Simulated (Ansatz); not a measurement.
**Carrier doping in BaCuTeF**

Consider BaCuTeF (space group P4/nmm, No. 129; a = 4.3600 Å, c = 9.2714 Å; a cell from a computed database, its experimental status unchecked).

Carriers are added at fixed cell with a uniform background; the Fermi–Dirac width is that of 300 K.

Computed with PBEsol (Ansatz, a first-principles code; PAW; 420 eV plane waves; spin-orbit coupling left out).

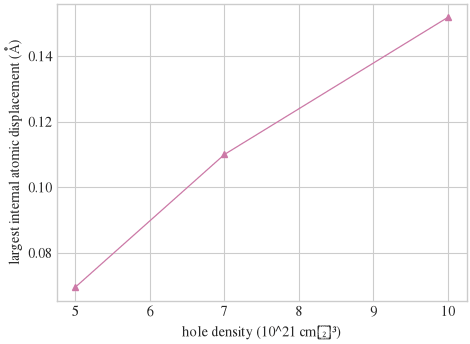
Fig. 1. Largest internal atomic displacement against hole density

| hole density (10^21 cm⁻³) | largest internal atomic displacement |
|---|---|
| 5 | 0.070 Å |
| 7 | 0.110 Å |
| 10 | 0.152 Å |

Charged cell with a jellium background: band edges are those of the host's band count, energies are not comparable with the neutral cell, and many-body gap narrowing is missing. Whether these cells are dynamically stable was not tested. No Hubbard U is applied. The final runs are not spin-polarised.
